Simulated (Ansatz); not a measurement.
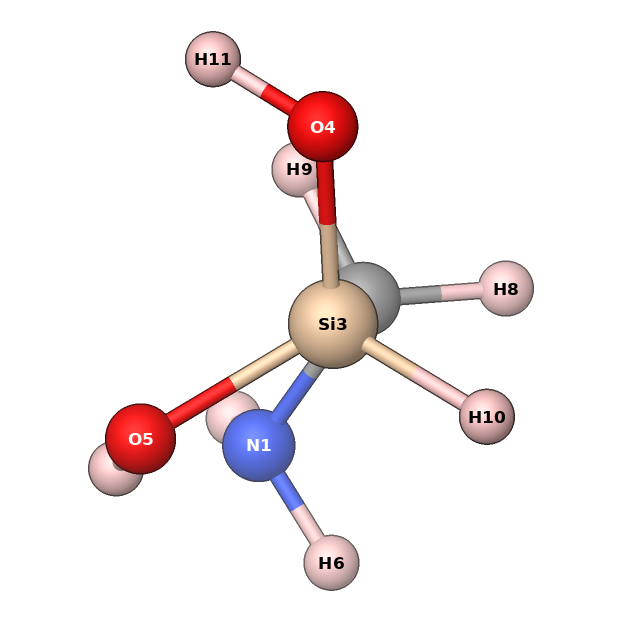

C2 lies behind Si3. The molecule seen nearly along the Si3–C2 bond, Si3 in front. Distant atoms are faded towards the background colour. Computed geometry: PBE-D4/def2-SVP optimisation. No frequency run is at hand to confirm it as a minimum.

Question: What is the torsion angle O4–Si3–C2–N1? The sign is positive where the front bond must turn clockwise to cover the back bond.

Answer: −144°, anticlinal.
